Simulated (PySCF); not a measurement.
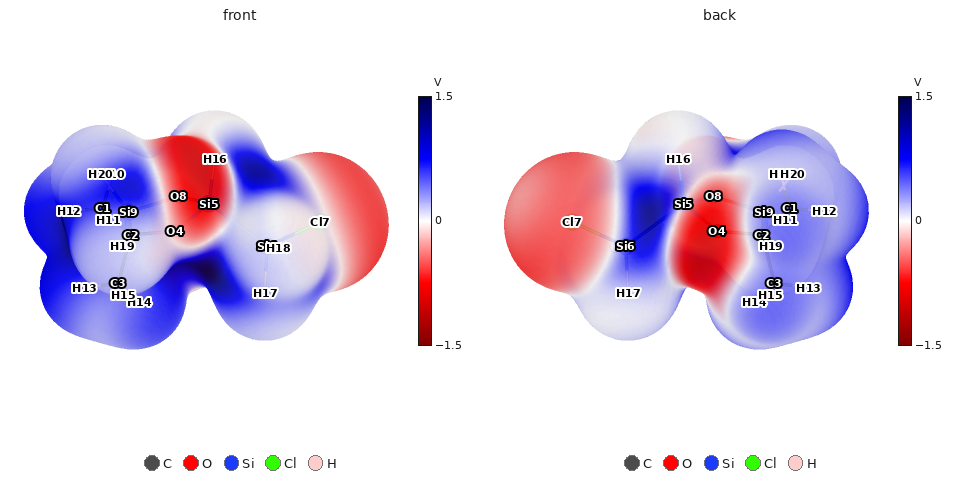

Figure 1: C$_{3}$H$_{11}$ClO$_{2}$Si$_{3}$. The electrostatic potential painted on the density surface at 0.001 e/bohr³, seen from the front and from behind; red is negative and blue positive.

Geometry: GFN2-xTB.

Computed with PBE0/pcSseg-1, SCF density, gas phase, non-relativistic (PySCF 2.14.0).

```yaml
atoms:
  - { symbol: C, position_ang: [-1.8395, 0.0795, -1.5280] }
  - { symbol: C, position_ang: [-1.0261, 0.0106, -0.2386] }
  - { symbol: C, position_ang: [-1.7780, -0.7984, 0.8138] }
  - { symbol: O, position_ang: [0.1903, -0.6985, -0.5262] }
  - { symbol: Si, position_ang: [1.5933, 0.1053, -0.5293] }
  - { symbol: Si, position_ang: [3.0523, -0.8764, 0.9203] }
  - { symbol: Cl, position_ang: [4.5510, -1.6786, -0.1657] }
  - { symbol: O, position_ang: [1.1257, 1.5500, 0.1434] }
  - { symbol: Si, position_ang: [-0.4614, 1.7538, 0.3817] }
  - { symbol: H, position_ang: [-1.2932, 0.6350, -2.2873] }
  - { symbol: H, position_ang: [-2.0292, -0.9238, -1.9070] }
  - { symbol: H, position_ang: [-2.7894, 0.5749, -1.3437] }
  - { symbol: H, position_ang: [-2.7136, -0.3033, 1.0615] }
  - { symbol: H, position_ang: [-1.1784, -0.8915, 1.7168] }
  - { symbol: H, position_ang: [-1.9937, -1.7986, 0.4406] }
  - { symbol: H, position_ang: [1.9837, 0.4819, -1.8916] }
  - { symbol: H, position_ang: [2.5216, -1.9803, 1.7365] }
  - { symbol: H, position_ang: [3.6949, 0.0279, 1.8829] }
  - { symbol: H, position_ang: [-0.6716, 1.9298, 1.8109] }
  - { symbol: H, position_ang: [-0.9438, 2.8114, -0.4941] }
```

Where is the surface potential most negative and most positive?

Answer. The most negative region (about −0.9 V, or −21 kcal/mol for a unit charge) lies over O4 and O8, the most positive (about +1.4 V, or +32 kcal/mol for a unit charge) over Si6 and Si9.
